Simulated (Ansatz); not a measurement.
# CH₃AlO: what the fields show

```xyz
6

C     0.9461    0.7450   -0.6078
Al   -0.3021   -0.1519    0.5767
O    -1.3376   -0.8959    1.5593
H     0.9227    1.8294   -0.4428
H     1.9690    0.3906   -0.4298
H     0.6904    0.5496   -1.6566
```

Geometry: PBE0-D3(BJ)/pcseg-1.

Theory: isolated molecule in a Gaussian basis; Kohn-Sham density functional theory, functional PBE0 (Ansatz 0.2.0).

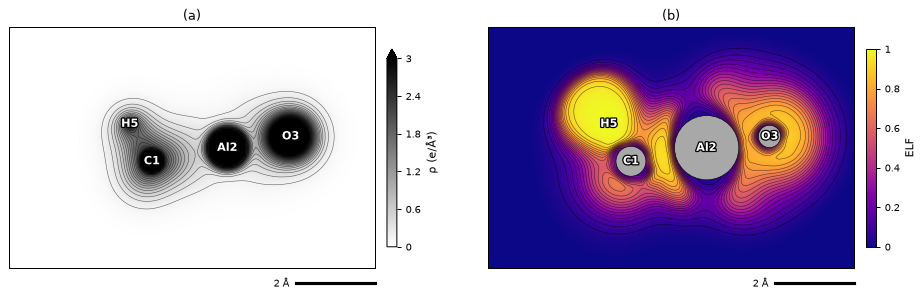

Figure 1. (a) electron density; (b) electron localisation function on the plane of atoms Al2, C1 and H5. Grey discs cover the atomic cores in the ELF map.

> What do the fields say about this system?

The section cuts through C, Al, O and H sites.
Al–O (1.61 Å): ρ is about 1.1 e/Å³ halfway; the ELF peaks at about 0.80 in the valence shell of O, 0.6 Å from its nucleus, and is about 0.40 at the midpoint.
C–Al (1.94 Å): ρ is about 0.71 e/Å³ halfway; the ELF peaks at about 0.95 between the atoms (a polar covalent bond).
C–H (1.10 Å): ρ is about 1.9 e/Å³ halfway; the ELF climbs to about 1 towards the hydrogen, as it does in any bond to H; a covalent bond by its length.
The ELF also peaks beside O3, away from the bonds: lone-pair regions.

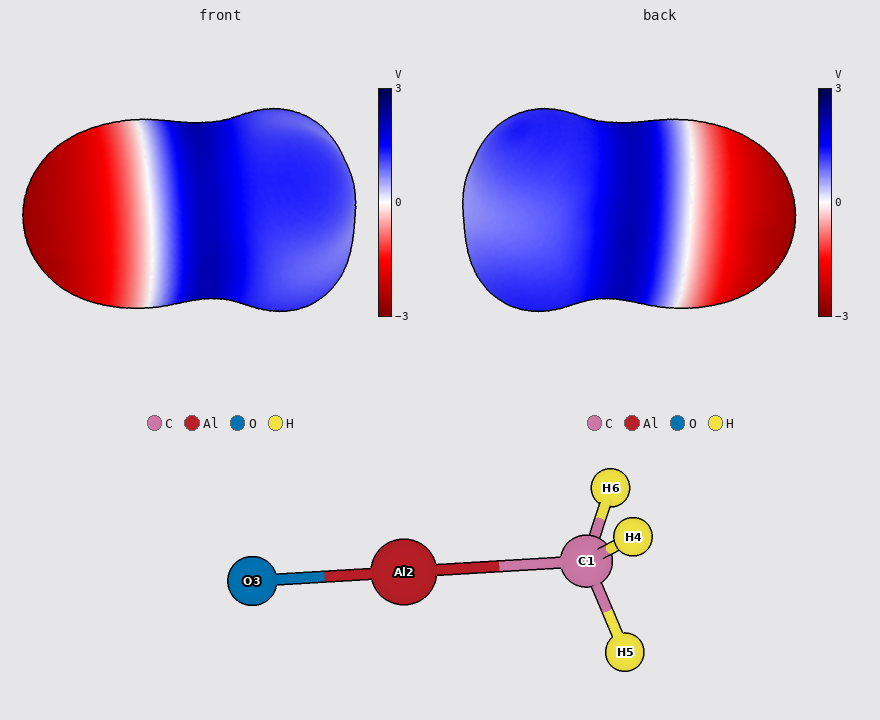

Figure 2. The molecular electrostatic potential painted on the density surface at 0.001 e/bohr³, seen from the front and from behind; the colour scale runs from red (negative) to blue (positive). The bare structure is drawn below in the same view.

> Where is the surface potential most negative and most positive?

The most negative region (about −2.6 V) lies over O3, the most positive (about +2.1 V) over Al2. O3 is the likeliest acceptor of a hydrogen bond.

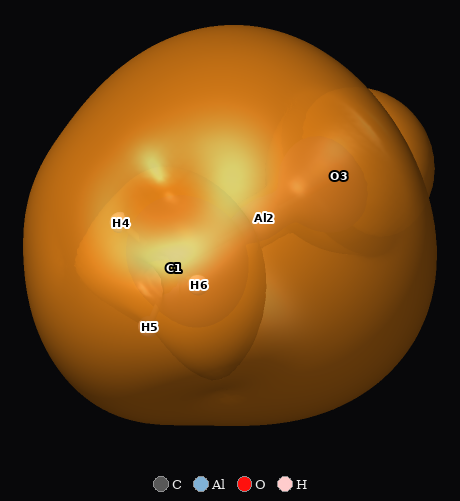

Figure 3. The LUMO at ±0.04 Å⁻³ᐟ² (orange and purple are the two phases), seen at an oblique angle.

> Describe this orbital and give its energy.

It lies mainly on Al2 (about 60 %), C1 (about 15 %) and O3 (about 10 %). Its energy is −1.69 eV.
